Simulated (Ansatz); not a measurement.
Input file:

```
crystal:
  periodic: [false, false, false]
  atoms:
    - {symbol: C, position_ang: [-0.032110, 0.963734, -0.618222]}
    - {symbol: C, position_ang: [0.566177, -0.193845, 0.106879]}
    - {symbol: C, position_ang: [-0.109597, -1.142076, 0.737066]}
    - {symbol: Cl, position_ang: [-1.831574, -1.171197, 0.809167]}
    - {symbol: H, position_ang: [-0.690413, 0.625554, -1.423420]}
    - {symbol: H, position_ang: [-0.643944, 1.573628, 0.052431]}
    - {symbol: H, position_ang: [0.737846, 1.601045, -1.051915]}
    - {symbol: H, position_ang: [1.647916, -0.287199, 0.133625]}
    - {symbol: H, position_ang: [0.355700, -1.969664, 1.254400]}
basis:
  gaussian: {orbitals: def2-TZVPP}
hamiltonian: {xc: pbe0, dispersion: d4}
output: {orbitals: {seedname: orbitals}}
```

Command:

```sh
ansatz run in.yaml --threads 4 --pin off --events-out ev --progress --plain --max-ram 10444MiB
```

Geometry: PBE0-D4/def2-TZVP.

The calculation used RKS PBE0-D4/def2-TZVPP in Ansatz.

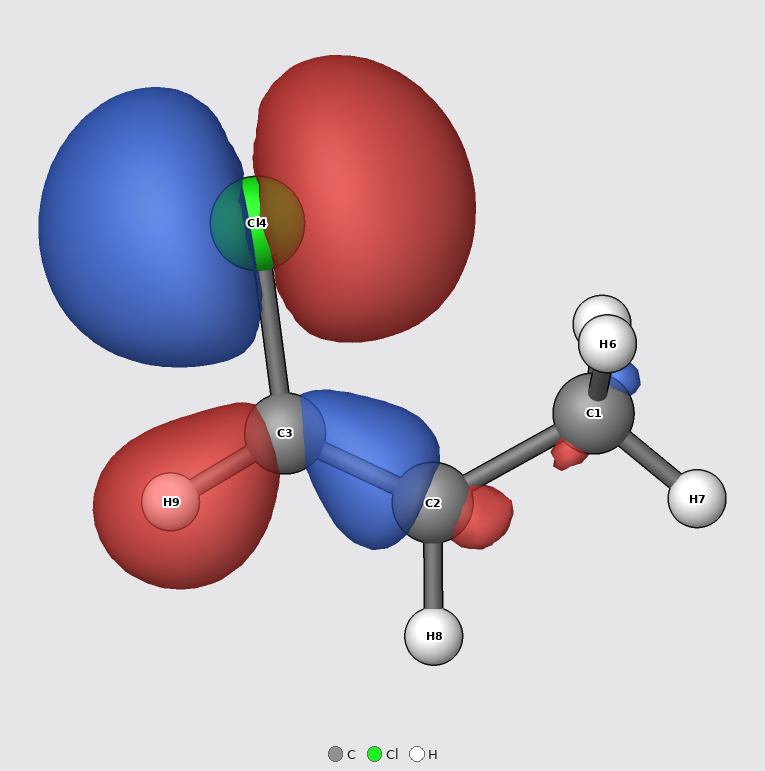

C$_{3}$H$_{5}$Cl. The HOMO−1 at ±0.1 Å⁻³ᐟ² (blue and red are the two phases), seen across its widest extent.

Question: What is the character of this orbital?

Answer: Its weight (Hirshfeld) is mainly on Cl4 (about 85 %) and C3 (about 10 %); largely a lone pair of Cl4. Its energy is −8.79 eV.
